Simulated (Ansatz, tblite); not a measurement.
Bond stretch in Si(H)3(NiPr2), SMILES N(C(C)C)(C(C)C)[SiH3] (C6H17NSi), singlet. The N1–Si22 bond (N1 also carries C, C; Si22 carries H, H, H) is pulled apart rigidly from the PBE0/def2-SVP optimised geometry.

```
25

N      0.0000     0.0000     0.0000
C     -0.1711    -1.3170    -0.6231
C     -1.3487    -1.4300    -1.5897
C      1.1150    -1.8809    -1.2351
C      0.0000     1.2667    -0.7345
C     -1.3966     1.8000    -1.0751
C      0.9126     1.2875    -1.9586
H     -0.4177    -1.9978     0.2153
H     -1.1856    -0.8466    -2.5084
H     -1.4859    -2.4800    -1.8916
H     -2.2823    -1.0842    -1.1229
H      1.3993    -1.3603    -2.1603
H      0.9873    -2.9472    -1.4808
H      1.9495    -1.7916    -0.5237
H      0.4327     1.9974    -0.0283
H     -1.8923     1.2103    -1.8593
H     -2.0442     1.7905    -0.1850
H     -1.3321     2.8398    -1.4340
H      1.9310     0.9633    -1.7002
H      0.9711     2.3108    -2.3607
H      0.5390     0.6425    -2.7684
Si     0.0000     0.0000     1.7379
H      0.4396     1.3493     2.2075
H      0.9364    -1.0454     2.2652
H     -1.3393    -0.2964     2.3543
```

- UKS-BLYP = unrestricted BLYP/def2-SVP run with Ansatz (a first-principles code)
- GFN2-xTB, 300 K electronic temperature (tblite)
- RKS-PBE0 = restricted PBE0/def2-SVP in Ansatz
- UKS-PBE = unrestricted PBE/def2-SVP run with Ansatz
- UKS-PBE0 = Ansatz with unrestricted PBE0/def2-SVP

Energies are in kJ/mol, each relative to the lowest point of its own curve near equilibrium.

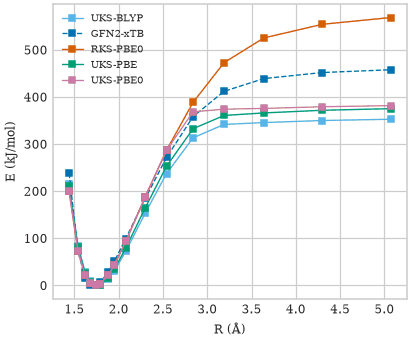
Fig. 1. Energy against bond length for each method.

```
R / Å  UKS-BLYP  GFN2-xTB  RKS-PBE0  UKS-PBE  UKS-PBE0
-----  --------  --------  --------  -------  --------
1.44      215.6     238.5     199.8    210.2     199.8
1.54       84.3      72.2      73.1     80.5      73.1
1.62       29.4      16.8      22.5     27.1      22.5
1.68        8.4       1.3       4.9      7.2       4.9
1.74        0.0       0.0       0.0      0.0       0.0
1.79        0.3       6.3       3.3      1.3       3.3
1.88       13.0      28.2      21.5     15.8      21.5
1.95       30.3      50.9      43.1     34.6      43.1
2.08       72.4      99.5      93.3     79.2      93.3
2.30      153.7     184.7     188.4    164.8     188.4
2.54      237.4     271.5     286.9    252.9     286.9
2.84      313.3     358.4     388.7    332.5     368.5
3.19      341.7     412.1     473.0    360.8     374.1
3.64      345.7     439.2     525.4    366.1     375.7
4.30      350.0     451.9     554.3    371.8     379.3
5.07      352.7     457.8     568.6    375.2     381.6
```

At the longest distance, 5.07 Å, RKS-PBE0 lies highest above its minimum (568.6 kJ/mol) and UKS-BLYP lowest (352.7 kJ/mol).

The unrestricted solution behind UKS-BLYP, UKS-PBE changes between 2.84 and 3.19 Å, which can leave a kink. The unrestricted determinant behind UKS-BLYP, UKS-PBE, UKS-PBE0 is spin-contaminated at 2.84 to 5.07 Å (<S²> up to 1.0, against 0.00 for a pure singlet). The restricted form behind RKS-PBE0 keeps the bonding electrons paired and can't separate into open-shell fragments.
